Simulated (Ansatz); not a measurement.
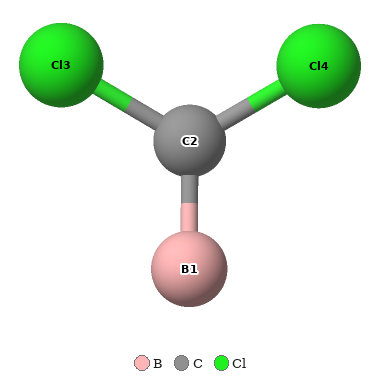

The system is CBCl2, SMILES [B]=C(Cl)Cl, spin multiplicity 2; the picture shows the reference structure. 
- First axis: bond length B1–C2. Second axis: angle Cl4–C2–B1.
- Nothing is relaxed (all other coordinates rigid).
- Grid: 11 × 11 points.
- Points are written as (first, second).
- Energies are in kJ/mol, from the lowest grid point.
- All numbers below come from UKS PBE-D4/def2-TZVP (Ansatz 0.2.0).

Its coordinates:

```xyz
4

B    -0.7857    0.3214    1.1209
C     0.1151    0.0717   -0.0292
Cl    1.2647   -1.2020    0.0681
Cl   -0.3160    0.6742   -1.5798
```

Range: bond length B1–C2 from 1.304 to 1.853 Å; angle Cl4–C2–B1 from 94.3 to 144.3°.

Predict the map.

Answer. The lowest grid point is at (1.469 Å, 119.3°). It is the only kind of minimum in the scanned range. The highest grid point, (1.853 Å, 144.3°), lies 144 kJ/mol above the lowest. Round the minimum the two coordinates are nearly uncoupled.

```csv
"angle Cl4–C2–B1 ↓, bond length B1–C2 →",1.304,1.359,1.414,1.469,1.524,1.578,1.633,1.688,1.743,1.798,1.853
144.3,116,94,84,82,84,88,95,104,116,129,144
139.3,85,62,52,49,50,55,62,72,84,98,113
134.3,64,40,29,26,27,32,40,50,62,76,92
129.3,50,26,15,11,12,17,25,36,49,63,78
124.3,44,19,7,3,4,9,17,28,41,56,72
119.3,42,17,4,0,1,7,15,26,40,54,70
114.3,45,20,7,2,4,9,18,29,43,58,74
109.3,53,27,14,9,10,16,24,36,50,65,82
104.3,63,38,25,20,21,26,35,47,61,77,93
99.3,77,52,39,34,35,40,49,61,76,91,108
94.3,93,69,57,52,53,58,67,79,93,109,126
```

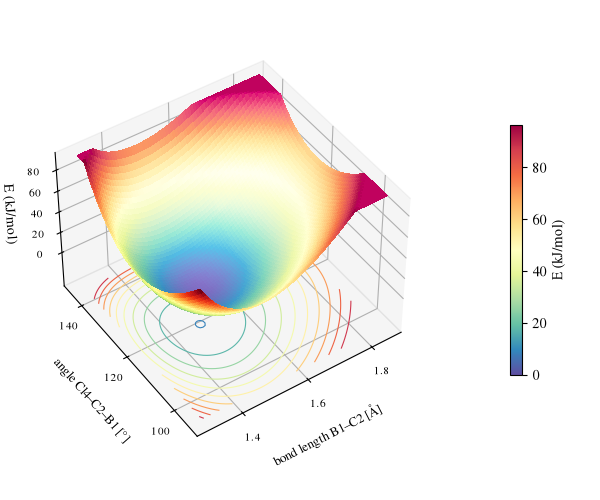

In the figure: a relief with its contours projected below, any walls above the top of the colour scale cut off. Between grid points the surface is interpolated.

The whole map (121 points run) took 45 min on 1 thread of Arm Neoverse N1, on a shared host.
